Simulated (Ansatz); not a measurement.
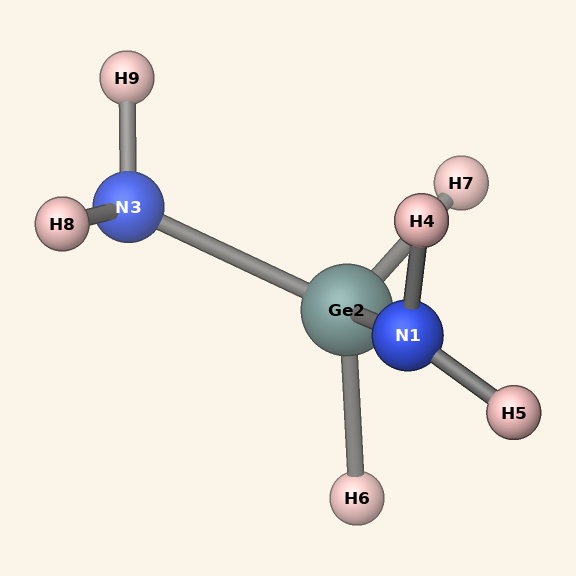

Source: calculation with Ansatz.

Ge2 lies behind N1. The molecule seen a little off the N1–Ge2 bond, N1 in front. Depth is shown by fading: the farther an atom, the more it takes the colour of the background. Geometry: moved along internal coordinates away from the minimum.

**What is the torsion angle H4–N1–Ge2–N3? The sign is positive where the front bond must turn clockwise to cover the back bond.**

−64°, synclinal (gauche).
